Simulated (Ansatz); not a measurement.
# A computed series for hypothetical P4/mmm W2N: pressure series

Consider W2N (space group P4/mmm, No. 123; a = 2.9634 Å, c = 4.1602 Å; a hypothetical phase, not in the database extracts checked).

Cell and atoms are relaxed at each pressure.

Computed with DFT with PBE-D3(BJ), PAW potentials and a 420 eV plane-wave cutoff in Ansatz (a first-principles code), no SOC.

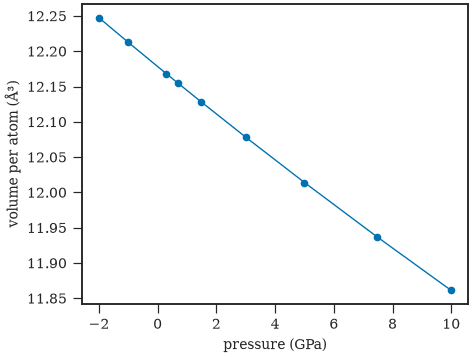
Volume against pressure

### Question
Estimate the zero-pressure bulk modulus from the plot.

### Answer
About 360 GPa; a third-order Birch–Murnaghan fit to the points gives V₀ = 12.18 Å³/atom, B₀ = 357 GPa and B₀′ = 4.4.

Load acts through the strain it causes; cell and atoms are relaxed under it. No phonon test of stability was made. Competing high-pressure phases were not computed. The base started in P4/nmm and relaxed to P4/mmm at this level. The final runs are not spin-polarised. An odd electron count without spin: W2N. The D3 term's C6 switches between coordination references near this geometry, which can add small steps to energies.
